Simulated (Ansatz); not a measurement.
The calculation's input:

```
crystal:
  periodic: [false, false, false]
  atoms:
    - {symbol: F, position_ang: [-0.000956, -0.720495, -1.741078]}
    - {symbol: F, position_ang: [2.423813, -1.347859, -2.425277]}
    - {symbol: Si, position_ang: [1.438748, -1.107184, -1.210661]}
    - {symbol: Si, position_ang: [2.080352, -1.115738, 1.078473]}
    - {symbol: Si, position_ang: [2.771245, 1.128239, 1.522147]}
    - {symbol: H, position_ang: [3.121009, -2.174170, 1.006414]}
    - {symbol: H, position_ang: [0.795234, -1.585155, 1.658774]}
    - {symbol: H, position_ang: [3.905836, 1.387188, 0.602394]}
    - {symbol: H, position_ang: [3.153554, 1.096079, 2.955334]}
    - {symbol: H, position_ang: [1.588091, 1.975486, 1.234412]}
basis:
  gaussian: {orbitals: def2-TZVPD}
total_charge: 1
hamiltonian: {xc: pbe0}
output: {forces: true, orbitals: {seedname: orbitals}}
```

Run with:

```sh
ansatz run input.yaml --threads 2 --pin off --max-ram 4350MiB --events-out events.jsonl --progress --plain --runs-dir runs
```

Geometry: B3LYP-D3(BJ)/def2-SVP.

Method: Ansatz, isolated molecule in a Gaussian basis; Kohn-Sham density functional theory, functional PBE0.

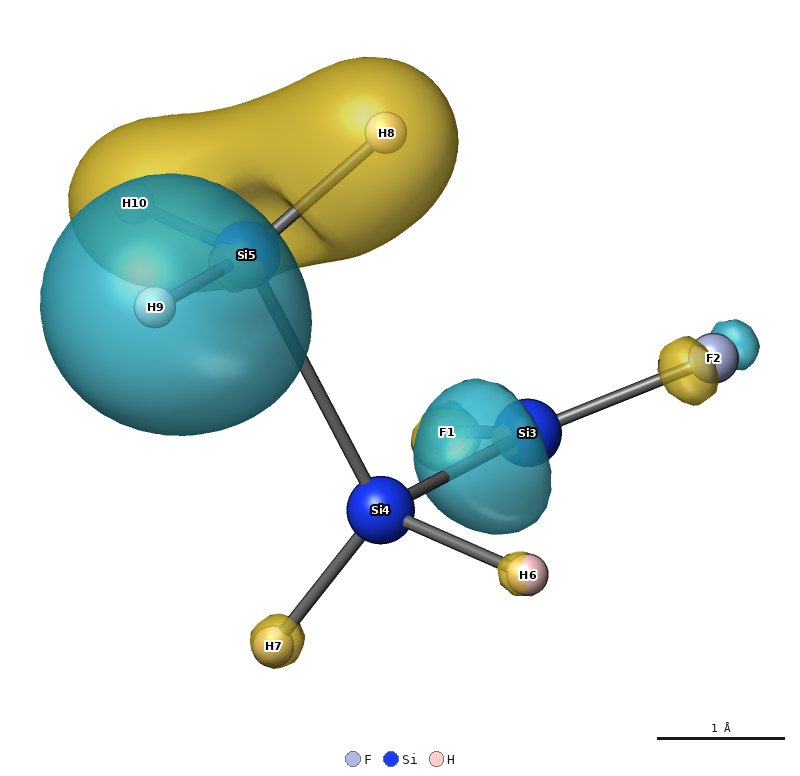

F2H5Si3 (charge +1). The HOMO−1 at ±0.15 Å⁻³ᐟ² (yellow and cyan are the two phases), seen at an oblique angle.

Describe this orbital and give its energy.

Answer. It lies mainly on Si5 (about 35 %), H9 (about 30 %), H10 (about 10 %), H8 (about 10 %) and Si3 (about 5 %). Its energy is −14.57 eV.
